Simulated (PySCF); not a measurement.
Vertical excitations of a molecule C₅H₇F from TDDFT-PBE/def2-SVPD (PySCF), as energy in eV (oscillator strength): 6.11 (0.023), 6.13 (0.309), 6.67 (0.001), 6.71 (0.000), 6.96 (0.001), 6.99 (0.014), 7.55 (0.000), 7.60 (0.005), 7.70 (0.211), 7.73 (0.000). Lowest triplet (TDA): 4.28 eV. Geometry: PBE0-D3(BJ)/def2-SVP. One conformer was computed; it need not be the lowest.

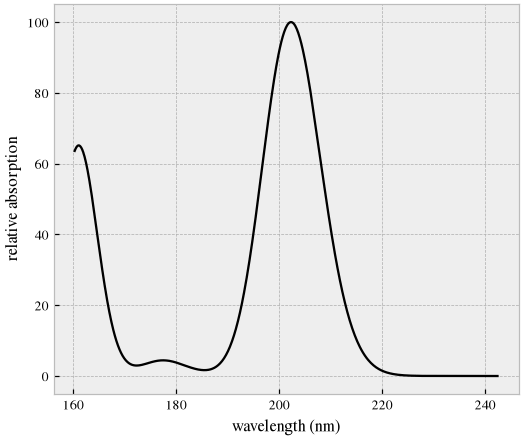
*The lines broadened by 0.4 eV.*

Question: Identify the compound among the candidates.
A) C=CC1(F)CC1
B) CC1=C(F)CC1
C) CC1=C[C@@H](F)C1
D) FC1=CCCC1

Answer: A, C=CC1(F)CC1
